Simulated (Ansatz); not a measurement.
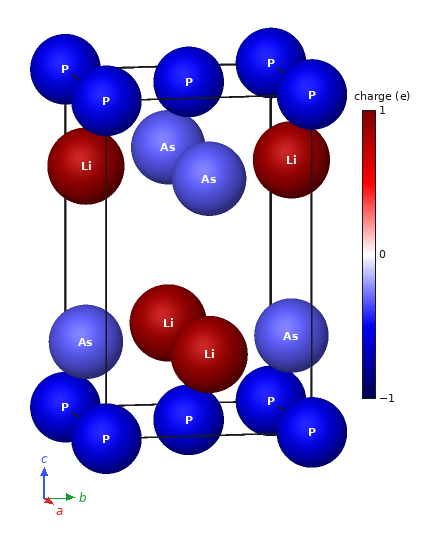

The figure gives a spheres-only picture of the atoms, viewed slightly off an axis. Atoms at the boundary of the simulation cell (the box) are drawn once for each face, edge or corner they touch. The atoms of this LiAsP cell are coloured by their Bader charge.

Computational set-up: DFT, PAW plane waves, PBE, spin-orbit (Ansatz 0.2.0), plane-wave cutoff 420 eV, k-point mesh 7×7×4, Gaussian smearing of 0.015 eV, no moments seeded, so the run stays non-magnetic, spinor wavefunctions. The pressure of the cell is 11 GPa.

Who donates electrons here and who accepts them?

Answer. Most positive: Li; most negative: P. Charges: about Li +0.8 e; As -0.3 e; P -0.5 e.

Provenance: a generated cell, made by putting these elements into a known structure type (the compound may or may not exist in this form); not relaxed. It went into a calculation with Ansatz.

At this level of theory the cell isn't at rest (compressed, at 11 GPa and forces up to 0.9 eV/Å), so its distances can differ from those at equilibrium, the more so the softer the solid.
